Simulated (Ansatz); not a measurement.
# CH3F2Ga: small, medium and large basis sets

Aim: see how fast density functionals converge with the basis set for CH3F2Ga.

The runs use Ansatz 0.2.0, Gaussian basis; one geometry, several basis sets.

Levels to be run: PBE0-D4/def2-SVP; ωB97M-V/def2-SVP; PBE0-D4/def2-QZVPP; ωB97M-V/def2-QZVPP; the functionals' def2-TZVPP values are taken from earlier runs.

## Step 1: The relaxed structure

All runs share one geometry, relaxed beforehand with PBE0-D4 in a triple-zeta def2 set.

7 atoms, charge 0, spin multiplicity 1.

Atoms are counted from 1 here; the program's logs count them from 0.

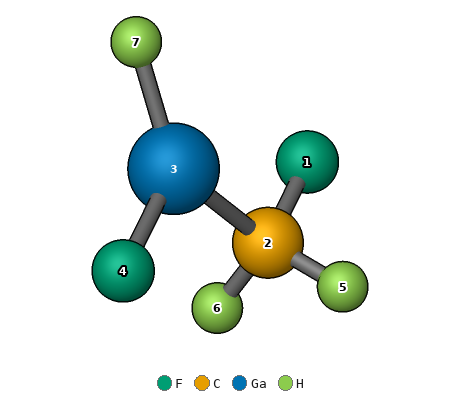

The structure; fluorine teal, carbon amber, gallium blue, hydrogen green; atoms are numbered from 1 in the order of the file.

## Step 2: PBE0-D4 in def2-SVP

Contents of in.yaml:

```yaml
crystal:
  periodic: [false, false, false]
  atoms:
    - {symbol: F, position_ang: [0.512900, 1.851453, 0.293100]}
    - {symbol: C, position_ang: [-0.284160, 0.728240, 0.470631]}
    - {symbol: Ga, position_ang: [0.394365, -0.806990, -0.579611]}
    - {symbol: F, position_ang: [-0.614114, -2.237080, -0.358781]}
    - {symbol: H, position_ang: [-1.307516, 0.976359, 0.170659]}
    - {symbol: H, position_ang: [-0.307946, 0.483078, 1.537466]}
    - {symbol: H, position_ang: [1.606470, -0.995061, -1.533453]}
basis:
  gaussian: {orbitals: def2-SVP}
hamiltonian: {xc: pbe0, dispersion: d4}
output: {orbitals: {seedname: orbitals}}
```

Command:

```sh
> ansatz run in.yaml --threads 2 --pin off --events-out ev --progress --plain --max-ram 4352MiB
```

Further steps of the session: ωB97M-V in def2-SVP; PBE0-D4 in def2-QZVPP; ωB97M-V in def2-QZVPP.

Before running them: what should the planned runs give, taken together? Wanted: PBE0-D4: double and triple zeta above quadruple; ωB97M-V: double and triple zeta above quadruple.

As calculated:

| quantity | value |
| --- | --- |
| PBE0-D4: double and triple zeta above quadruple | 16.33, 1.56 eV |
| ωB97M-V: double and triple zeta above quadruple | 16.45, 1.51 eV |

In words: For PBE0-D4 the step from double to triple zeta gains 14.76 eV and the next only 1.56 eV. Total energies overstate the basis error of differences, where much of it tends to cancel.
